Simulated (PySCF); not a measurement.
Molecule: C₅H₇N, SMILES C/C=C\CC#N.

Vertical TDDFT excitations, B3LYP/def2-SVPD, PySCF, at a PBE0-D3(BJ)/def2-SVP geometry (no frequency check), gas phase.

Q: Predict the low-lying singlet excitations and the spectrum.

A: The lowest singlet lies at 6.67 eV (186 nm, f = 0.050); the brightest of the first 6 is S2 at 7.01 eV (177 nm), f = 0.226, mixed, the largest part being HOMO → LUMO (49 %). No singlet lies below 3.1 eV (beyond 400 nm), so at this level no vertical transition falls in the visible.


| state | E (eV) | λ (nm) | f | main character |
| --- | --- | --- | --- | --- |
| S1 | 6.67 | 186 | 0.050 | HOMO → LUMO+1 (74 %) |
| S2 | 7.01 | 177 | 0.226 | HOMO → LUMO (49 %) |
| S3 | 7.12 | 174 | 0.020 | HOMO → LUMO+2 (90 %) |
| S4 | 7.39 | 168 | 0.031 | HOMO → LUMO+3 (51 %) |
| S5 | 7.46 | 166 | 0.004 | HOMO−2 → LUMO (62 %) |
| S6 | 7.57 | 164 | 0.004 | HOMO−1 → LUMO (67 %) |

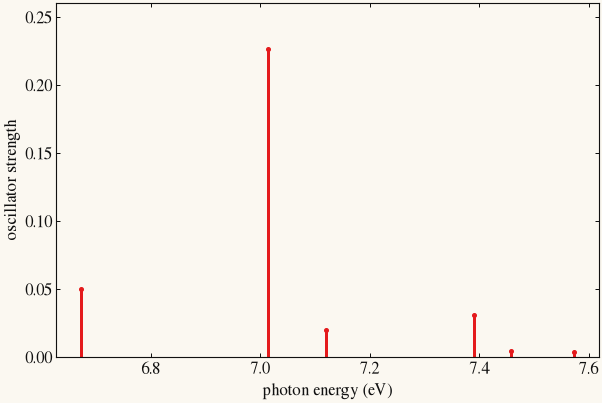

The lowest 6 singlet states are shown.

Note: states above the negative HOMO energy depend on the basis; one conformer of a flexible molecule; core orbitals are frozen in the response.
